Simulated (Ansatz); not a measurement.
# Cyclo-(H2SiS)2 (Si2H4S2): one molecule under many settings

Aim: run cyclo-(H2SiS)2 (Si2H4S2) under a spread of inputs, and see what each costs and gives.

The runs use Ansatz 0.2.0, Gaussian basis; the settings change from run to run.

## Step 1: The geometry

The structure was relaxed beforehand with PBE0-D4/def2-SVP.

8 atoms, charge 0, spin multiplicity 1.

Atoms are counted from 1 here; the program's logs count them from 0.

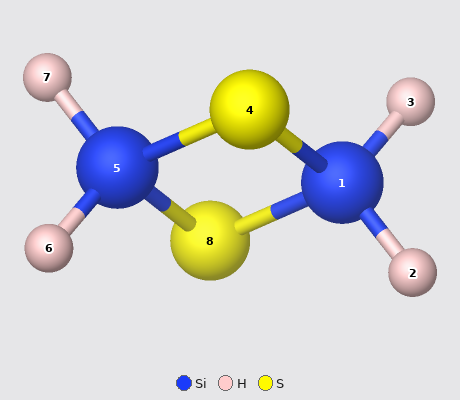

The geometry (silicon blue, hydrogen pink, sulfur yellow); atoms are numbered from 1 in the order of the file.

## Step 2: wPBEh/def2-TZVP

in.yaml

```yaml
crystal:
  periodic: [false, false, false]
  atoms:
    - {symbol: Si, position_ang: [-0.039177, -0.667667, -1.232573]}
    - {symbol: H, position_ang: [-1.146292, -0.585398, -2.226372]}
    - {symbol: H, position_ang: [1.021755, -1.572757, -1.757377]}
    - {symbol: S, position_ang: [-0.737053, -1.275870, 0.714354]}
    - {symbol: Si, position_ang: [0.038792, 0.667561, 1.232647]}
    - {symbol: H, position_ang: [-1.020262, 1.573538, 1.759652]}
    - {symbol: H, position_ang: [1.147656, 0.583882, 2.224410]}
    - {symbol: S, position_ang: [0.734580, 1.276721, -0.714743]}
basis:
  gaussian: {orbitals: def2-TZVP}
hamiltonian: {xc: {name: wPBEh}}
scf: {omitted_lower_state_checks: [starts]}
output: {forces: true}
```

The run is started by

```
> ansatz run in.yaml --threads 4 --pin off --events-out ev --progress --plain --max-ram 3916MiB
```

What it wrote, shortened:

```text
Functional definition: wPBEh
  name "wPBEh"
  cite "Heyd, Scuseria & Ernzerhof, J. Chem. Phys. 118, 8207 (2003) doi:10.1063/1.1564060"
  cite "Krukau, Vydrov, Izmaylov & Scuseria, J. Chem. Phys. 125, 224106 (2006) doi:10.1063/1.2404663"
  cite "Heyd & Scuseria, J. Chem. Phys. 120, 7274 (2004) doi:10.1063/1.1668634"
  cite "Ernzerhof & Perdew, J. Chem. Phys. 109, 3313 (1998) doi:10.1063/1.476928"
  cite "Perdew, Burke & Ernzerhof, Phys. Rev. Lett. 77, 3865 (1996) doi:10.1103/PhysRevLett.77.3865"
  parent pbe
[...]
1254 factors; their error is unknown
79 factors; integrals over basis functions are off by at most 5.2e-7 eV
[...]
mean field -37482.92065079 eV, -1377.4719270804 hartree, gradient 6.9e-5 eV, S^2 0.000000; 0 other end points of the search recorded, 0 dependent functions left out
[...]
reference -37482.92069290 eV, -1377.4719286279 hartree; 32, 32 occupied and 140, 140 virtual orbitals, 1254 factors
Total energy: -37482.92069290 eV, -1377.4719286279 hartree
Atom 0 at    -0.039177    -0.667667    -1.232573 Å, force     0.006718     0.093982     0.170803 eV/Å
Atom 1 at    -1.146292    -0.585398    -2.226372 Å, force     0.101827    -0.009007     0.090503 eV/Å
Atom 2 at     1.021755    -1.572757    -1.757377 Å, force    -0.098877     0.082267     0.046860 eV/Å
Atom 3 at    -0.737053    -1.275870     0.714354 Å, force     0.118023     0.204214    -0.114316 eV/Å
Atom 4 at     0.038792     0.667561     1.232647 Å, force    -0.004385    -0.091695    -0.172231 eV/Å
Atom 5 at    -1.020262     1.573538     1.759652 Å, force     0.097599    -0.083380    -0.046778 eV/Å
Atom 6 at     1.147656     0.583882     2.224410 Å, force    -0.103123     0.008371    -0.089585 eV/Å
Atom 7 at     0.734580     1.276721    -0.714743 Å, force    -0.117783    -0.204753     0.114744 eV/Å
Dipole moment:     0.000027    -0.000254     0.000144 e Å
Checks for a lower state left out: starts
```

Run time: 3.2 s. Hardware: 4 threads of Arm Neoverse V1, shared host.

Largest force 0.263 eV/Å, dipole 0.00 D.

## Step 3: wB97X-V/pcseg-2

Options: atoms shaken by 0.03 Å, a grid of angular degree 47.

in.yaml

```yaml
crystal:
  periodic: [false, false, false]
  atoms:
    - {symbol: Si, position_ang: [-0.012969, -0.689505, -1.267578]}
    - {symbol: H, position_ang: [-1.171415, -0.584393, -2.294080]}
    - {symbol: H, position_ang: [1.047537, -1.601708, -1.713009]}
    - {symbol: S, position_ang: [-0.663403, -1.258754, 0.652719]}
    - {symbol: Si, position_ang: [0.035320, 0.642722, 1.200810]}
    - {symbol: H, position_ang: [-1.023739, 1.607928, 1.794025]}
    - {symbol: H, position_ang: [1.131163, 0.547037, 2.238721]}
    - {symbol: S, position_ang: [0.689308, 1.316387, -0.705003]}
basis:
  gaussian: {orbitals: pcseg-2, final_grid: {core_spheres: 20, valence_spheres: 16, degree: 47}}
hamiltonian: {xc: {name: wB97X-V}}
output: {forces: true}
```

Same command.

What it wrote, shortened:

```text
Functional definition: wB97X-V
  name "wB97X-V"
  cite "Mardirossian & Head-Gordon, Phys. Chem. Chem. Phys. 16, 9904 (2014) doi:10.1039/C3CP54374A"
  cite "Becke, J. Chem. Phys. 107, 8554 (1997) doi:10.1063/1.475007"
  cite "Vydrov & Van Voorhis, J. Chem. Phys. 133, 244103 (2010) doi:10.1063/1.3521275"
[...]
      + integral(e_c_pw_opposite_spin*poly(b97_u_opposite, cos0, cos1)) + vv10(b, c)
1234 factors; their error is unknown
244 factors; integrals over basis functions are off by at most 2.8e-5 eV
[...]
mean field -37489.87804523 eV, -1377.7276066102 hartree, gradient 1.1e-5 eV, S^2 0.000000; 0 other end points of the search recorded, 0 dependent functions left out
[...]
reference -37489.87804270 eV, -1377.7276065173 hartree; 32, 32 occupied and 160, 160 virtual orbitals, 1234 factors
Total energy: -37489.87804270 eV, -1377.7276065173 hartree
Atom 0 at    -0.012969    -0.689505    -1.267578 Å, force    -0.644233     1.128145    -0.594969 eV/Å
Atom 1 at    -1.171415    -0.584393    -2.294080 Å, force     0.956193    -0.155305     0.717361 eV/Å
Atom 2 at     1.047537    -1.601708    -1.713009 Å, force     0.111762     0.016874    -0.230812 eV/Å
Atom 3 at    -0.663403    -1.258754     0.652719 Å, force    -0.553039    -0.762002     0.401100 eV/Å
Atom 4 at     0.035320     0.642722     1.200810 Å, force    -0.106601     1.264256     1.087098 eV/Å
Atom 5 at    -1.023739     1.607928     1.794025 Å, force     0.643277    -0.811507    -0.479487 eV/Å
Atom 6 at     1.131163     0.547037     2.238721 Å, force    -0.346916     0.004886    -0.465270 eV/Å
Atom 7 at     0.689308     1.316387    -0.705003 Å, force    -0.060445    -0.685348    -0.435021 eV/Å
Dipole moment:     0.001295    -0.105762    -0.070788 e Å
```

It took 7 s on 4 threads of Arm Neoverse V1, shared host; peak memory 0.65 GiB.

Largest force 1.671 eV/Å, dipole 0.61 D.

## Step 4: r2SCAN/cc-pVTZ

Set apart from the defaults: charge +1, multiplicity 2, a grid of angular degree 47.

in.yaml

```yaml
crystal:
  periodic: [false, false, false]
  atoms:
    - {symbol: Si, position_ang: [-0.039177, -0.667667, -1.232573]}
    - {symbol: H, position_ang: [-1.146292, -0.585398, -2.226372]}
    - {symbol: H, position_ang: [1.021755, -1.572757, -1.757377]}
    - {symbol: S, position_ang: [-0.737053, -1.275870, 0.714354]}
    - {symbol: Si, position_ang: [0.038792, 0.667561, 1.232647]}
    - {symbol: H, position_ang: [-1.020262, 1.573538, 1.759652]}
    - {symbol: H, position_ang: [1.147656, 0.583882, 2.224410]}
    - {symbol: S, position_ang: [0.734580, 1.276721, -0.714743]}
basis:
  gaussian: {orbitals: cc-pVTZ, final_grid: {core_spheres: 20, valence_spheres: 16, degree: 47}}
total_charge: 1
magnetization: {spin_polarized: true, initial_magnetization: 1}
hamiltonian: {xc: {name: r2SCAN}}
output: {forces: true}
```

Launched as before.

What it wrote, shortened:

```text
Functional definition: r2SCAN
  name "r2SCAN"
  cite "Furness, Kaplan, Ning, Perdew & Sun, J. Phys. Chem. Lett. 11, 8208 (2020) doi:10.1021/acs.jpclett.0c02405"
  cite "Furness, Kaplan, Ning, Perdew & Sun, J. Phys. Chem. Lett. 11, 9248 (2020) doi:10.1021/acs.jpclett.0c03077"
  parent r2scan
[...]
1326 factors; their error is unknown
[...]
mean field -37483.49931566 eV, -1377.4931926222 hartree, gradient 6.4e-5 eV, S^2 0.755920; 4 other end points of the search recorded, 0 dependent functions left out
[...]
reference -37483.49933024 eV, -1377.4931931578 hartree; 32, 31 occupied and 160, 161 virtual orbitals, 1326 factors
Total energy: -37483.49933024 eV, -1377.4931931578 hartree
Atom 0 at    -0.039177    -0.667667    -1.232573 Å, force    -0.005161    -0.065470    -0.121960 eV/Å
Atom 1 at    -1.146292    -0.585398    -2.226372 Å, force    -0.082059     0.100056     0.094888 eV/Å
Atom 2 at     1.021755    -1.572757    -1.757377 Å, force     0.089094     0.022125     0.131942 eV/Å
Atom 3 at    -0.737053    -1.275870     0.714354 Å, force    -0.209932    -0.366592     0.205210 eV/Å
Atom 4 at     0.038792     0.667561     1.232647 Å, force     0.002456     0.066416     0.121470 eV/Å
Atom 5 at    -1.020262     1.573538     1.759652 Å, force    -0.089147    -0.022561    -0.131493 eV/Å
Atom 6 at     1.147656     0.583882     2.224410 Å, force     0.081945    -0.100668    -0.094813 eV/Å
Atom 7 at     0.734580     1.276721    -0.714743 Å, force     0.212803     0.366694    -0.205244 eV/Å
Dipole moment:     0.000517    -0.000015    -0.000006 e Å
```

Wall time 37 s (4 threads of Arm Neoverse V1, shared host); peak memory 0.72 GiB.

Largest force 0.471 eV/Å, ⟨S²⟩ 0.756.

## Step 5: B3LYP/pcseg-2

This run has charge +1, multiplicity 2.

Edit in.yaml of step 4 so:

```diff
@@ -12,6 +12,5 @@
 basis:
-  gaussian: {orbitals: cc-pVTZ, final_grid: {core_spheres: 20, valence_spheres: 16, degree: 47}}
+  gaussian: {orbitals: pcseg-2}
 total_charge: 1
 magnetization: {spin_polarized: true, initial_magnetization: 1}
-hamiltonian: {xc: {name: r2SCAN}}
-output: {forces: true}
+hamiltonian: {xc: {name: B3LYP}}
```

The command is unchanged.

What it wrote, shortened:

```text
Functional definition: B3LYP
  name "B3LYP"
  cite "Stephens, Devlin, Chabalowski & Frisch, J. Phys. Chem. 98, 11623 (1994) doi:10.1021/j100096a001"
  cite "Becke, Phys. Rev. A 38, 3098 (1988) doi:10.1103/PhysRevA.38.3098"
  cite "Lee, Yang & Parr, Phys. Rev. B 37, 785 (1988) doi:10.1103/PhysRevB.37.785"
  cite "Vosko, Wilk & Nusair, Can. J. Phys. 58, 1200 (1980) doi:10.1139/p80-159"
[...]
1308 factors; their error is unknown
[...]
mean field -37488.50365082 eV, -1377.6770985470 hartree, gradient 1.8e-5 eV, S^2 0.754707; 5 other end points of the search recorded, 0 dependent functions left out
reference -37488.50393788 eV, -1377.6771090966 hartree; 32, 31 occupied and 160, 161 virtual orbitals, 1308 factors
Total energy: -37488.50393788 eV, -1377.6771090966 hartree
```

Wall time 14 s (4 threads of Arm Neoverse V1, shared host); peak memory 0.76 GiB.

⟨S²⟩ 0.755.

## Step 6: All runs side by side

| level | charge | multiplicity | geometry | functions | energy (eV) | time |
| --- | --- | --- | --- | --- | --- | --- |
| wPBEh/def2-TZVP | 0 | 1 | relaxed | 172 | -37482.921 | 3.2 s |
| wB97X-V/pcseg-2 | 0 | 1 | shaken | 192 | -37489.878 | 7 s |
| r2SCAN/cc-pVTZ | 1 | 2 | relaxed | 192 | -37483.499 | 37 s |
| B3LYP/pcseg-2 | 1 | 2 | relaxed | 192 | -37488.504 | 14 s |

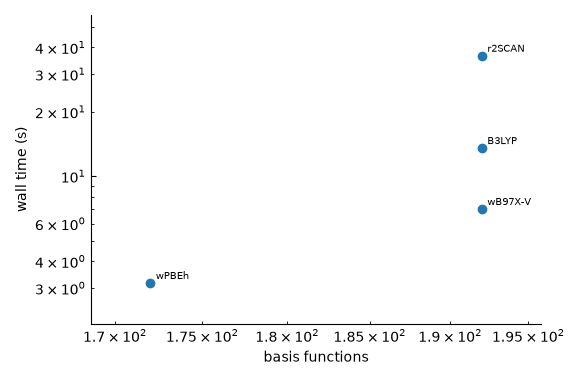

Wall time against the number of basis functions (shared host).

## Step 7: Summary of results

```
quantity                   value
    runs                       4
quickest  wPBEh/def2-TZVP, 3.2 s
 slowest    r2SCAN/cc-pVTZ, 37 s
```

**Reading.** The runs differ in state or geometry as well as level, so their energies can't be set against each other. r2SCAN/cc-pVTZ took 12 times as long as wPBEh/def2-TZVP. The jobs differ in tasks and options as well as level. At the PBE0-D4/def2-SVP geometry and in the same state, the sound runs without point charges leave forces up to 0.26 eV/Å (wPBEh/def2-TZVP), against 1.7 eV/Å where the atoms were moved.
